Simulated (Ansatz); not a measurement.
**CH2SSi: density, localisation and related maps**

Input

```
crystal:
  periodic: [false, false, false]
  atoms:
    - {symbol: Si, position_ang: [0.181700, 0.571858, -0.684655]}
    - {symbol: C, position_ang: [0.241213, -0.739651, 0.519270]}
    - {symbol: S, position_ang: [0.602141, -1.949586, 1.394603]}
    - {symbol: H, position_ang: [-1.108662, 0.320119, -1.389705]}
    - {symbol: H, position_ang: [0.083609, 1.797261, 0.160488]}
basis:
  gaussian: {orbitals: def2-TZVPP}
hamiltonian: {xc: pbe0, dispersion: d4}
output: {orbitals: {seedname: orbitals}}
```

Run with:

```sh
ansatz run in.yaml --threads 2 --pin off --events-out ev --progress --plain --max-ram 4352MiB
```

Geometry: PBE0-D4/def2-TZVP.

Level of theory: RKS PBE0-D4/def2-TZVPP (Ansatz).

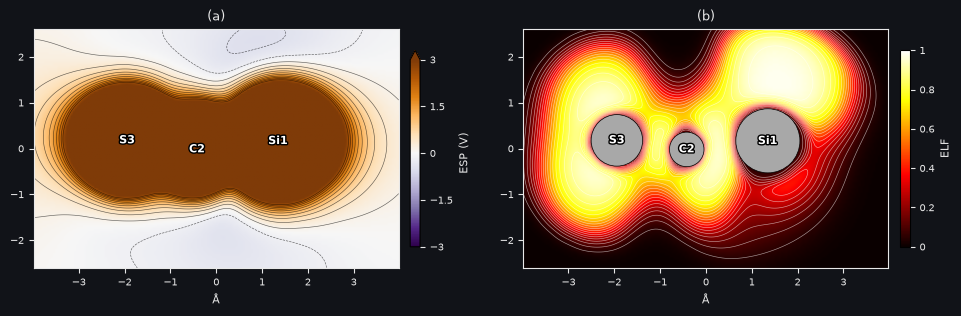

Figure 1. (a) molecular electrostatic potential; (b) electron localisation function on the plane of atoms Si1, C2 and S3. Grey discs cover the atomic cores in the ELF map.

**What do the fields say about this system?**

- Atoms in the plane: Si, C and S.
- C–S (1.54 Å): the ELF peaks at about 0.90 between the atoms; a covalent bond.
- C–Si (1.78 Å): the ELF peaks at about 0.95 between the atoms, as expected for a covalent bond.
- The ELF also peaks beside S3 and Si1, away from the bonds: lone-pair regions.
- Outside the dense part of the molecule the potential is most negative (−0.5 V) near C2.

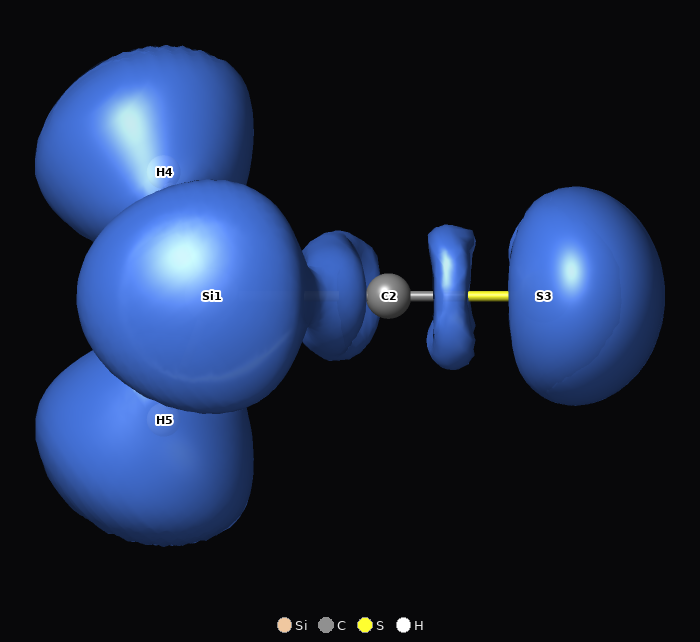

Figure 2. Isosurface of the electron localisation function at 0.8 (blue), seen at an oblique angle. Only the valence region is drawn (cores and ρ < 0.01 e/Å³ removed).

**Identify the bonds, lone pairs and shells in this picture.**

The surface consists of one region between bonded C–S atoms (shared pairs), two regions around hydrogen nuclei, one ring or bowl of non-bonding electrons around S and one joined region spread over several atoms (C, Si), in which their bonds and any lone pairs are merged.

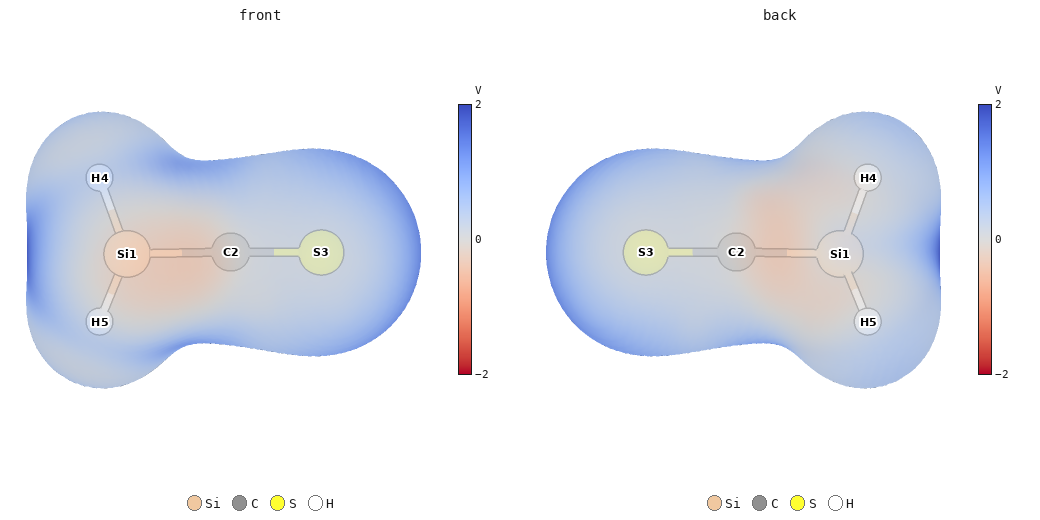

Figure 3. The molecular electrostatic potential painted on the density surface at 0.004 e/bohr³, seen from the front and from behind; the colour scale runs from red (negative) to blue (positive).

**Where is the surface potential most negative and most positive?**

The most negative region (about −0.4 V) lies over C2, the most positive (about +1.6 V) over Si1.
